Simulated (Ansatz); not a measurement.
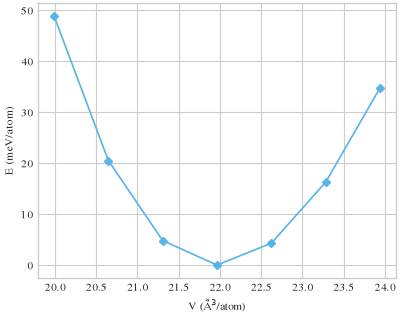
Figure. SiGe in space group R-3m (No. 166; Si on 6c, Ge on 6c) under volume change, PBE (plane waves, PAW; program Ansatz), shape and atoms relaxed at each volume.

Task: What does a third-order Birch–Murnaghan fit give for V₀, B₀ and B′?

Result: V₀ = 21.97 Å³/atom, B₀ = 73.6 GPa, B′ = 4.6.

The start of the workflow was typed in or built on a structure type; neither database checked (COD, Materials Project) lists it. Whether it is the stable phase at ambient conditions was not checked. Symmetry was held in the PBE relaxation; its stability against distortions is not shown here.

Potentials: the later of the program's two PAW sets.
